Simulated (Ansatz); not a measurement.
# LaP (Fm-3m): comparison of functionals at one structure

How far apart do the functionals lie for LaP (Fm-3m) at one structure? A script is to give a comparison of functionals at one structure; the system is LaP (Fm-3m).

Program: Ansatz 0.2.0 through its Python package. The levels of theory stand in the script. These are calculated values, not measurements.

### Step 1. The structure

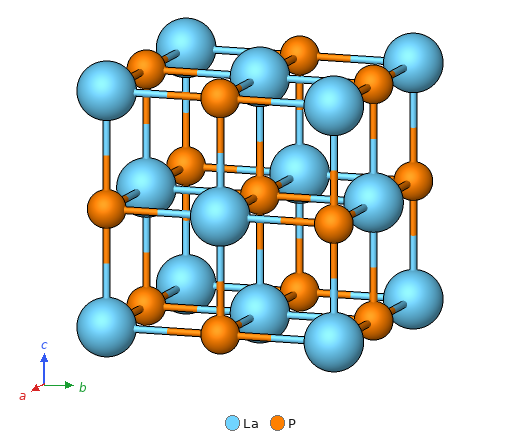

The structure that the script starts from, seen slightly off an axis (lanthanum blue, phosphorus orange). The cell is the conventional one. Atoms on cell faces are repeated.

No structure file is read: the coordinates are typed or built in the script.

### Step 2. The script

File lap.py:

```python
# -*- coding: utf-8 -*-
"""One structure of LaP under several functionals."""

import warnings

import ansatz as az
from tabulate import tabulate

warnings.simplefilter("ignore", az.DeckWarning)

cell = (
    az.Lattice.fcc(6.025)
    .space_group(225)
    .atom("La", (0.0, 0.0, 0.0))
    .atom("P", (0.5, 0.0, 0.0))
    .primitive()
)

calc = (
    cell.calculation()
    .occupations("Marzari-Vanderbilt", width=0.1)
    .kpoints(spacing=0.26)
    .scf(tolerance=1e-08)
    .forces()
    .stress()
)

rows = []
for value in ["blyp", "pbesol", "lda"]:
    data = calc.functional(value).run().report
    rows.append((value, data["free_energy_ev"] / len(data["lattice"]["sites"]), data["n_iterations"], sum(data["stress_gpa"][i][i] for i in range(3)) / 3, max(abs(f) for row in data["forces_ev_ang"] for f in row), data["n_kpoints"]))

print(tabulate(rows, headers=["functional", "F/atom (eV)", "iterations", "P (GPa)", "max component (eV/A)", "k-points"], floatfmt=".4f", tablefmt="grid"))
```

### Step 3. The input behind the calls

The package turns the script's settings into the engine's input (first run):

```yaml
crystal:
  lattice:
    bravais: fcc
    a: 6.025
  space_group: 225
  atoms:
    - { symbol: La, position: [0.0, 0.0, 0.0] }
    - { symbol: P, position: [0.5, 0.0, 0.0] }
  reduce_to_primitive: true
kpoints:
  mp_grid:
    kspacing: 0.26
hamiltonian:
  xc: blyp
scf:
  convergence:
    dr2_threshold: 1.0e-08
  occupations:
    method: cold
    width: 0.1
output:
  forces: true
  stress: true
```

### Step 4. The run

Started as:

```bash
python lap.py
```

Output:

```text
+--------------+---------------+--------------+-----------+------------------------+------------+
| functional   |   F/atom (eV) |   iterations |   P (GPa) |   max component (eV/A) |   k-points |
+==============+===============+==============+===========+========================+============+
| blyp         |    -3515.9932 |            7 |    4.9473 |                 0.0000 |         20 |
+--------------+---------------+--------------+-----------+------------------------+------------+
| pbesol       |    -3452.2104 |            7 |   -1.6720 |                 0.0000 |         20 |
+--------------+---------------+--------------+-----------+------------------------+------------+
| lda          |    -3402.5905 |            7 |   -3.1950 |                 0.0000 |         20 |
+--------------+---------------+--------------+-----------+------------------------+------------+
```

Wall time 3.5 s (1 thread of Arm Neoverse V2, shared host); peak memory 0.38 GiB.

### Step 5. Inputs of later runs

The engine's inputs for the other runs:

Run 2, against run 1:

```diff
@@ -14 +14 @@
-  xc: blyp
+  xc: pbesol
```

Run 3, against run 1:

```diff
@@ -14 +14 @@
-  xc: blyp
+  xc: lda
```

Lines on the test bed's own set-up are left out of the output.

A comment line of the script is reworded here; the code is as run.

### Step 6. What each run gave

The 3 runs, in the order started:

```tsv
run	functional	energy (eV/atom)	pressure (GPa)	SCF cycles	CPU time (s)
1	blyp	-3515.9932	4.95	7	0.84
2	pbesol	-3452.2104	-1.67	7	0.85
3	lda	-3402.5905	-3.20	7	0.7
```

Energies are free energies F = E - TS of the smeared occupations. Totals under unlike functionals or potentials can't be compared directly.

### Step 7. What came out

| quantity | value |
| --- | --- |
| runs compared | 3 |
| pressure at this cell | -3.2 (lda) to 4.9 GPa (blyp) |

In words: From lowest to highest: LDA (-3.2 GPa), PBEsol (-1.7 GPa) and BLYP (4.9 GPa). At a fixed cell a lower pressure usually means a smaller equilibrium volume, so LDA prefers the smallest cell and BLYP the largest. Notes:
- The program warned that this SCF threshold is loose for forces or stresses.
- Forces vanish by symmetry here and test nothing.
- Pressure is positive in compression.
- Total energies of different functionals can't be compared; pressures, moments and gaps at this one structure can.
